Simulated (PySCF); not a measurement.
# C3H8BFO: NMR shifts at several levels of theory, part 2 of 2

PySCF 2.14.0. Atoms count from 0.

### Step 8. Shielding tensors: PBE0/cc-pVTZ

What the job is given:

```
{"job": {"kind": "nmr", "xc": "PBE0", "basis": "cc-pVTZ", "pop": true}, "charge": 0, "multiplicity": 1}
B      2.581361     0.257342     0.141934
O      1.023420     0.586728     0.482353
C      0.252749     1.487783    -0.356810
C     -0.931259     0.523371    -0.306747
C      0.022166    -0.435185     0.395451
F     -0.346656    -0.841235     1.612049
H      2.543450    -0.125506    -1.025507
H      3.139137     1.328390     0.303994
H      2.863092    -0.608151     0.952059
H      0.147909     2.467888     0.125758
H      0.743793     1.583776    -1.334879
H     -1.744650     0.836692     0.360083
H     -1.332358     0.182958    -1.268468
H      0.412368    -1.292408    -0.175256
```

With the program's defaults for keys left out, this is: GIAO PBE0/cc-pVTZ NMR shielding, non-relativistic, gas phase.

Standard output:

```text
coarse grid: 11480 points
cycle   1  E = -318.6733689784  dE =  7.189e-01  |g| = 6.397e-01  |ddm| = 7.123e+00
cycle   2  E = -318.6198376783  dE =  5.353e-02  |g| = 8.966e-01  |ddm| = 2.012e+00
cycle   3  E = -318.7529293810  dE = -1.331e-01  |g| = 8.594e-02  |ddm| = 1.074e+00
cycle   4  E = -318.7541848526  dE = -1.255e-03  |g| = 3.725e-02  |ddm| = 1.759e-01
cycle   5  E = -318.7544367031  dE = -2.519e-04  |g| = 1.130e-02  |ddm| = 5.609e-02
cycle   6  E = -318.7544580997  dE = -2.140e-05  |g| = 3.484e-03  |ddm| = 1.801e-02
cycle   7  E = -318.7544602543  dE = -2.155e-06  |g| = 7.145e-04  |ddm| = 4.887e-03
final grid: 110624 points
cycle   8  E = -318.7501570352  dE = -8.114e-05  |g| = 1.287e-02  |ddm| = 1.051e-01
cycle   9  E = -318.7501232122  dE =  3.382e-05  |g| = 1.929e-02  |ddm| = 3.687e-02
cycle  10  E = -318.7501852195  dE = -6.201e-05  |g| = 1.599e-03  |ddm| = 2.126e-02
cycle  11  E = -318.7501857999  dE = -5.804e-07  |g| = 3.928e-04  |ddm| = 3.041e-03
cycle  12  E = -318.7501858246  dE = -2.476e-08  |g| = 1.600e-04  |ddm| = 5.915e-04
cycle  13  E = -318.7501858285  dE = -3.917e-09  |g| = 2.990e-05  |ddm| = 2.260e-04
cycle  14  E = -318.7501858287  dE = -1.355e-10  |g| = 7.117e-06  |ddm| = 4.286e-05
converged SCF energy = -318.7501858287

GIAO shielding tensors (ppm)
atom      isotropic    diamagn.    paramagn.     s11        s22        s33       span
  0 B      104.458     195.435     -90.978     81.769     82.278    149.325     67.556
  1 O      245.731     380.508    -134.777    173.723    224.232    339.236    165.513
  2 C      114.316     243.932    -129.616     79.062     89.262    174.626     95.564
  3 C      159.968     247.870     -87.901    145.333    151.389    183.184     37.851
  4 C       68.650     242.130    -173.480     52.895     64.712     88.341     35.446
  5 F      299.026     467.721    -168.695    210.273    306.789    380.016    169.743
  6 H       28.330      30.456      -2.126     25.478     26.341     33.172      7.693
  7 H       28.337      29.599      -1.262     25.507     26.516     32.987      7.480
  8 H       28.139      29.876      -1.738     25.119     26.276     33.022      7.903
  9 H       26.790      29.310      -2.520     23.973     25.070     31.326      7.353
 10 H       26.967      29.969      -3.002     24.673     26.339     29.891      5.218
 11 H       28.858      30.295      -1.437     26.303     27.003     33.269      6.966
 12 H       28.742      30.181      -1.439     25.319     27.083     33.825      8.506
 13 H       25.601      30.714      -5.113     23.332     26.314     27.157      3.825
```

Run time: 63 s. Hardware: 1 thread of Arm Neoverse N1, shared host; peak memory 1 GiB.

In short: δ C4 118.6, C2 73.0, C3 27.3, B0 -1.7, H13 5.69, H9 4.50 ppm.

### Step 9. Nuclear shieldings: PBE0/aug-cc-pVDZ

Same as in step 8 but for these lines:

```diff
@@ -1,2 +1,2 @@
-{"job": {"kind": "nmr", "xc": "PBE0", "basis": "cc-pVTZ", "pop": true}, "charge": 0, "multiplicity": 1}
+{"job": {"kind": "nmr", "xc": "PBE0", "basis": "aug-cc-pVDZ", "pop": true}, "charge": 0, "multiplicity": 1}
 B      2.581361     0.257342     0.141934
```

Level: GIAO PBE0/aug-cc-pVDZ NMR shielding, non-relativistic, gas phase.

Standard output:

```text
coarse grid: 11480 points
cycle   1  E = -318.5868818229  dE =  7.511e-01  |g| = 5.893e-01  |ddm| = 1.119e+01
cycle   2  E = -318.5411915068  dE =  4.569e-02  |g| = 8.129e-01  |ddm| = 2.622e+00
cycle   3  E = -318.6612760588  dE = -1.201e-01  |g| = 8.280e-02  |ddm| = 1.487e+00
cycle   4  E = -318.6625404205  dE = -1.264e-03  |g| = 3.232e-02  |ddm| = 2.498e-01
cycle   5  E = -318.6627425105  dE = -2.021e-04  |g| = 1.027e-02  |ddm| = 8.868e-02
cycle   6  E = -318.6627620752  dE = -1.956e-05  |g| = 3.127e-03  |ddm| = 3.346e-02
cycle   7  E = -318.6627639356  dE = -1.860e-06  |g| = 6.452e-04  |ddm| = 8.839e-03
final grid: 110624 points
cycle   8  E = -318.6730130885  dE = -3.308e-05  |g| = 1.113e-02  |ddm| = 2.587e-01
cycle   9  E = -318.6729882197  dE =  2.487e-05  |g| = 1.637e-02  |ddm| = 6.627e-02
cycle  10  E = -318.6730374881  dE = -4.927e-05  |g| = 1.444e-03  |ddm| = 2.685e-02
cycle  11  E = -318.6730380107  dE = -5.225e-07  |g| = 2.965e-04  |ddm| = 6.420e-03
cycle  12  E = -318.6730380253  dE = -1.459e-08  |g| = 1.175e-04  |ddm| = 6.487e-04
cycle  13  E = -318.6730380276  dE = -2.288e-09  |g| = 2.494e-05  |ddm| = 3.378e-04
cycle  14  E = -318.6730380277  dE = -1.069e-10  |g| = 6.337e-06  |ddm| = 1.091e-04
converged SCF energy = -318.6730380277

GIAO shielding tensors (ppm)
atom      isotropic    diamagn.    paramagn.     s11        s22        s33       span
  0 B      109.739     230.765    -121.026     88.555     89.072    151.590     63.035
  1 O      252.992     399.228    -146.236    183.662    231.464    343.851    160.189
  2 C      124.751     212.805     -88.054     91.651     97.587    185.013     93.362
  3 C      168.539     224.973     -56.434    152.991    160.092    192.534     39.544
  4 C       81.017     223.164    -142.146     66.312     76.397    100.343     34.031
  5 F      310.329     474.195    -163.867    225.941    318.006    387.038    161.097
  6 H       28.236      33.926      -5.689     25.432     26.077     33.199      7.767
  7 H       28.261      24.061       4.200     25.415     26.357     33.011      7.596
  8 H       28.062      26.883       1.179     25.008     26.148     33.030      8.022
  9 H       26.797      33.906      -7.109     24.006     25.050     31.335      7.330
 10 H       27.007      33.998      -6.991     24.728     26.337     29.955      5.227
 11 H       28.884      30.192      -1.308     26.448     26.933     33.269      6.821
 12 H       28.744      32.622      -3.878     25.452     26.988     33.792      8.340
 13 H       25.569      36.105     -10.536     23.237     26.258     27.212      3.975
```

Run time: 40 s. Hardware: 1 thread of Arm Neoverse N1, shared host; peak memory 0.93 GiB.

In short: δ C4 114.1, C2 70.4, C3 26.6, B0 0.4, H13 5.83, H9 4.60 ppm.

### Step 10. Shielding tensors: PBE0/IGLO-III

Same as in step 9 but for these lines:

```diff
@@ -1,2 +1,2 @@
-{"job": {"kind": "nmr", "xc": "PBE0", "basis": "aug-cc-pVDZ", "pop": true}, "charge": 0, "multiplicity": 1}
+{"job": {"kind": "nmr", "xc": "PBE0", "basis": "IGLO-III", "pop": true}, "charge": 0, "multiplicity": 1}
 B      2.581361     0.257342     0.141934
```

Method: GIAO PBE0/IGLO-III NMR shielding, non-relativistic, gas phase.

Standard output:

```text
coarse grid: 11480 points
cycle   1  E = -318.6793296025  dE =  7.247e-01  |g| = 6.464e-01  |ddm| = 2.319e+00
cycle   2  E = -318.6234636192  dE =  5.587e-02  |g| = 9.078e-01  |ddm| = 7.518e-01
cycle   3  E = -318.7597190329  dE = -1.363e-01  |g| = 8.962e-02  |ddm| = 4.126e-01
cycle   4  E = -318.7610163157  dE = -1.297e-03  |g| = 3.988e-02  |ddm| = 6.516e-02
cycle   5  E = -318.7613100577  dE = -2.937e-04  |g| = 1.149e-02  |ddm| = 2.592e-02
cycle   6  E = -318.7613317316  dE = -2.167e-05  |g| = 3.800e-03  |ddm| = 7.771e-03
cycle   7  E = -318.7613342318  dE = -2.500e-06  |g| = 7.635e-04  |ddm| = 2.120e-03
final grid: 110624 points
cycle   8  E = -318.7679989712  dE = -9.512e-05  |g| = 1.176e-02  |ddm| = 7.855e-02
cycle   9  E = -318.7679716869  dE =  2.728e-05  |g| = 1.745e-02  |ddm| = 1.280e-02
cycle  10  E = -318.7680224388  dE = -5.075e-05  |g| = 1.553e-03  |ddm| = 7.824e-03
cycle  11  E = -318.7680229645  dE = -5.257e-07  |g| = 4.250e-04  |ddm| = 1.317e-03
cycle  12  E = -318.7680229953  dE = -3.082e-08  |g| = 1.792e-04  |ddm| = 2.837e-04
cycle  13  E = -318.7680230002  dE = -4.853e-09  |g| = 3.298e-05  |ddm| = 9.075e-05
cycle  14  E = -318.7680230003  dE = -1.618e-10  |g| = 7.216e-06  |ddm| = 2.015e-05
converged SCF energy = -318.7680230003

GIAO shielding tensors (ppm)
atom      isotropic    diamagn.    paramagn.     s11        s22        s33       span
  0 B       99.784     189.894     -90.110     76.612     77.145    145.596     68.985
  1 O      239.901     386.071    -146.170    165.037    217.899    336.767    171.730
  2 C      108.684     247.875    -139.191     71.913     82.818    171.322     99.409
  3 C      155.880     252.276     -96.396    140.624    146.793    180.223     39.599
  4 C       62.104     247.891    -185.787     46.497     57.950     81.864     35.368
  5 F      296.635     464.935    -168.300    205.559    304.567    379.779    174.220
  6 H       28.304      30.305      -2.002     25.494     26.204     33.213      7.719
  7 H       28.353      28.391      -0.038     25.567     26.490     33.002      7.434
  8 H       28.147      28.986      -0.840     25.165     26.242     33.034      7.869
  9 H       26.838      29.112      -2.275     24.027     25.128     31.358      7.331
 10 H       27.016      29.984      -2.968     24.737     26.404     29.908      5.171
 11 H       28.905      30.210      -1.305     26.389     27.040     33.285      6.896
 12 H       28.814      30.778      -1.964     25.454     27.130     33.860      8.406
 13 H       25.591      30.883      -5.292     23.282     26.311     27.180      3.898
```

It took 62 s on 1 thread of Arm Neoverse N1, shared host; peak memory 1 GiB.

In short: δ C4 121.7, C2 75.1, C3 27.9, B0 0.2, H13 5.78, H9 4.54 ppm.

### Step 11. Shielding tensors: PBE0/pcSseg-0

Same as in step 10 but for these lines:

```diff
@@ -1,2 +1,2 @@
-{"job": {"kind": "nmr", "xc": "PBE0", "basis": "IGLO-III", "pop": true}, "charge": 0, "multiplicity": 1}
+{"job": {"kind": "nmr", "xc": "PBE0", "basis": "pcSseg-0", "pop": true}, "charge": 0, "multiplicity": 1}
 B      2.581361     0.257342     0.141934
```

Method: GIAO PBE0/pcSseg-0 NMR shielding, non-relativistic, gas phase.

Standard output:

```text
coarse grid: 11480 points
cycle   1  E = -317.8660302398  dE =  7.313e-01  |g| = 5.789e-01  |ddm| = 3.434e+00
cycle   2  E = -317.8222023228  dE =  4.383e-02  |g| = 8.185e-01  |ddm| = 1.471e+00
cycle   3  E = -317.9458827791  dE = -1.237e-01  |g| = 5.623e-02  |ddm| = 7.656e-01
cycle   4  E = -317.9465129392  dE = -6.302e-04  |g| = 2.533e-02  |ddm| = 7.779e-02
cycle   5  E = -317.9466397796  dE = -1.268e-04  |g| = 7.351e-03  |ddm| = 2.781e-02
cycle   6  E = -317.9466499380  dE = -1.016e-05  |g| = 1.777e-03  |ddm| = 8.884e-03
cycle   7  E = -317.9466504468  dE = -5.088e-07  |g| = 5.764e-04  |ddm| = 2.123e-03
final grid: 110624 points
cycle   8  E = -317.8924907254  dE = -1.458e-05  |g| = 7.347e-03  |ddm| = 2.404e-02
cycle   9  E = -317.8924811889  dE =  9.536e-06  |g| = 1.055e-02  |ddm| = 1.310e-02
cycle  10  E = -317.8925011813  dE = -1.999e-05  |g| = 9.721e-04  |ddm| = 7.898e-03
cycle  11  E = -317.8925014037  dE = -2.224e-07  |g| = 9.695e-05  |ddm| = 1.184e-03
cycle  12  E = -317.8925014050  dE = -1.357e-09  |g| = 6.079e-05  |ddm| = 1.734e-04
cycle  13  E = -317.8925014057  dE = -6.100e-10  |g| = 9.388e-06  |ddm| = 6.635e-05
converged SCF energy = -317.8925014057

GIAO shielding tensors (ppm)
atom      isotropic    diamagn.    paramagn.     s11        s22        s33       span
  0 B      103.365     192.953     -89.587     78.068     78.579    153.450     75.382
  1 O      266.698     404.089    -137.391    181.885    248.030    370.178    188.293
  2 C      114.841     247.869    -133.028     76.576     82.200    185.746    109.171
  3 C      162.931     251.471     -88.541    143.039    152.729    193.024     49.985
  4 C       64.446     244.906    -180.460     46.662     55.888     90.787     44.124
  5 F      304.888     469.985    -165.097    211.472    273.287    429.906    218.434
  6 H       28.995      30.210      -1.215     25.614     26.047     35.325      9.711
  7 H       28.744      29.728      -0.984     25.161     26.448     34.623      9.462
  8 H       28.586      29.710      -1.124     24.771     26.325     34.661      9.890
  9 H       28.045      29.094      -1.049     24.560     26.029     33.546      8.986
 10 H       28.331      29.154      -0.823     24.998     27.785     32.209      7.211
 11 H       29.857      30.248      -0.391     27.143     27.473     34.956      7.813
 12 H       30.004      29.482       0.522     26.775     27.665     35.570      8.795
 13 H       27.029      28.364      -1.335     24.406     27.019     29.662      5.257
```

It took 8.8 s on 1 thread of Arm Neoverse N1, shared host; peak memory 0.47 GiB.

In short: δ C4 129.1, C2 78.7, C3 30.6, B0 1.5, H13 5.80, H9 4.79 ppm.

### Step 12. Nuclear shieldings: PBE0/pcSseg-2

Same as in step 11 but for these lines:

```diff
@@ -1,2 +1,2 @@
-{"job": {"kind": "nmr", "xc": "PBE0", "basis": "pcSseg-0", "pop": true}, "charge": 0, "multiplicity": 1}
+{"job": {"kind": "nmr", "xc": "PBE0", "basis": "pcSseg-2", "pop": true}, "charge": 0, "multiplicity": 1}
 B      2.581361     0.257342     0.141934
```

Level: GIAO PBE0/pcSseg-2 NMR shielding, non-relativistic, gas phase.

Standard output:

```text
coarse grid: 11480 points
cycle   1  E = -318.6768409534  dE =  7.171e-01  |g| = 6.445e-01  |ddm| = 2.319e+00
cycle   2  E = -318.6223237673  dE =  5.452e-02  |g| = 8.966e-01  |ddm| = 8.786e-01
cycle   3  E = -318.7571755355  dE = -1.349e-01  |g| = 8.962e-02  |ddm| = 4.807e-01
cycle   4  E = -318.7585218281  dE = -1.346e-03  |g| = 3.671e-02  |ddm| = 6.923e-02
cycle   5  E = -318.7587732317  dE = -2.514e-04  |g| = 1.123e-02  |ddm| = 2.542e-02
cycle   6  E = -318.7587941792  dE = -2.095e-05  |g| = 3.709e-03  |ddm| = 8.123e-03
cycle   7  E = -318.7587966517  dE = -2.472e-06  |g| = 7.199e-04  |ddm| = 2.315e-03
final grid: 110624 points
cycle   8  E = -318.7615527972  dE = -1.104e-04  |g| = 1.128e-02  |ddm| = 4.501e-02
cycle   9  E = -318.7615276371  dE =  2.516e-05  |g| = 1.676e-02  |ddm| = 1.318e-02
cycle  10  E = -318.7615757622  dE = -4.813e-05  |g| = 1.478e-03  |ddm| = 7.931e-03
cycle  11  E = -318.7615762634  dE = -5.012e-07  |g| = 3.906e-04  |ddm| = 1.347e-03
cycle  12  E = -318.7615762885  dE = -2.509e-08  |g| = 1.708e-04  |ddm| = 2.769e-04
cycle  13  E = -318.7615762930  dE = -4.533e-09  |g| = 3.318e-05  |ddm| = 9.837e-05
cycle  14  E = -318.7615762932  dE = -1.572e-10  |g| = 6.940e-06  |ddm| = 2.066e-05
converged SCF energy = -318.7615762932

GIAO shielding tensors (ppm)
atom      isotropic    diamagn.    paramagn.     s11        s22        s33       span
  0 B       99.463     188.342     -88.879     76.117     76.701    145.571     69.454
  1 O      240.882     394.688    -153.806    166.686    219.035    336.926    170.240
  2 C      108.421     246.278    -137.858     71.343     82.662    171.257     99.914
  3 C      156.044     249.300     -93.256    140.887    146.969    180.275     39.387
  4 C       61.508     242.797    -181.289     45.562     57.401     81.562     36.000
  5 F      296.811     468.205    -171.393    206.833    304.041    379.560    172.726
  6 H       28.291      30.223      -1.931     25.399     26.297     33.178      7.779
  7 H       28.284      28.956      -0.672     25.470     26.447     32.937      7.466
  8 H       28.080      29.313      -1.233     25.082     26.198     32.960      7.879
  9 H       26.736      28.621      -1.886     23.932     24.987     31.288      7.356
 10 H       26.937      30.191      -3.255     24.681     26.272     29.857      5.177
 11 H       28.778      30.135      -1.357     26.165     26.884     33.285      7.121
 12 H       28.681      30.175      -1.494     25.244     26.973     33.826      8.582
 13 H       25.547      31.006      -5.459     23.217     26.284     27.140      3.923
```

It took 82 s on 1 thread of Arm Neoverse N1, shared host; peak memory 1.2 GiB.

This run: δ C4 122.6, C2 75.7, C3 28.1, B0 -0.4, H13 5.70, H9 4.51 ppm.

### Step 13. Run by run: NMR shifts

Shifts (ppm) of some atoms, chosen among heavy atoms and hydrogens apart, means over like atoms, with basis size and wall time:

```
               run     C4    C2    C3    H6   H11    O1      F5  functions   time
       PBE0/6-31G*  112.1  68.6  26.3  3.34  2.40  66.9  -114.4        100   14 s
PBE0/6-311+G(2d,p)  117.3  72.2  27.0  3.17  2.45  85.2  -123.8        210   37 s
     PBE0/def2-SVP  113.1  68.1  24.0  3.10  2.19  81.6  -104.4        124   16 s
    PBE0/def2-TZVP  119.5  73.5  27.3  3.16  2.43  90.0  -118.9        234   45 s
      PBE0/cc-pVDZ  114.6  70.2  27.2  3.14  2.28  85.7  -109.3        124   18 s
      PBE0/cc-pVTZ  118.6  73.0  27.3  3.02  2.43  89.1  -116.4        292   63 s
  PBE0/aug-cc-pVDZ  114.1  70.4  26.6  3.21  2.51  82.9  -116.2        210   40 s
     PBE0/IGLO-III  121.7  75.1  27.9  3.11  2.47  87.3  -122.0        290   62 s
     PBE0/pcSseg-0  129.1  78.7  30.6  4.06  2.97  71.2  -126.5         70  8.8 s
     PBE0/pcSseg-2  122.6  75.7  28.1  3.03  2.47  87.3  -121.0        328   82 s
```

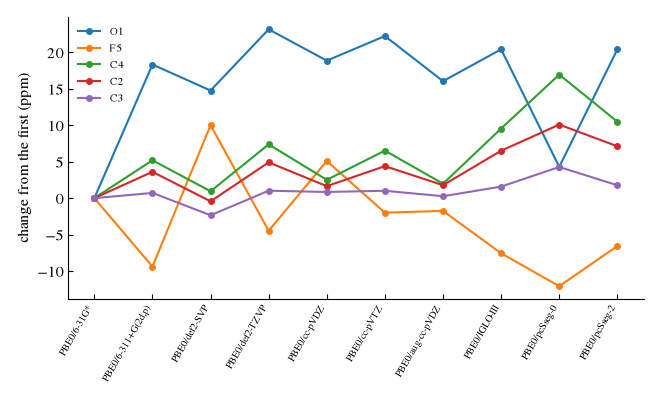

How five of the tabulated atoms move from run to run.

### Step 14. Summary of results

This closing draws on all 2 parts.

| quantity | value |
| --- | --- |
| point group | C1 |
| rotational constants (main isotopes) | 4.96, 3.54, 2.35 GHz |
| 13C shifts against TMS (PBE0/6-31G*) | 112.1, 68.6, 26.3 ppm |
| 1H shifts against TMS (PBE0/6-31G*, means over atoms taken as alike) | 5.77, 4.50, 4.30, 3.34, 2.40, 2.40 ppm |
| 11B shifts against BF3·OEt2 (PBE0/6-31G*) | -0.6 ppm |
| 17O shifts against H2O (PBE0/6-31G*) | 66.9 ppm |
| 19F shifts against CFCl3 (PBE0/6-31G*) | -114.4 ppm |
| range of the shift of O1 | 66.9 to 90.0 ppm |

What this shows: Single values in the summary come from the first sound run of each kind (PBE0/6-31G*), which need not be the best level. The start of the PBE0/def2-SVP relaxation was shaken at random by about 0.01 Å, so part of the energy gained, and of the first lengths quoted, undoes that. Over 8 steps the energy fell by 0.158 eV; of the close pairs, B0–H8 changed most, 1.166 to 1.219 Å. No frequency check was run at this level, so the end point may be a saddle. At PBE0/6-31G*: Shielding is most anisotropic at F5 (span 162 ppm, paramagnetic term -156 ppm). Across the 10 runs the shift of O1 moves most, between 66.9 (PBE0/6-31G*) and 90.0 ppm (PBE0/def2-TZVP). Part of that comes from the computed reference.
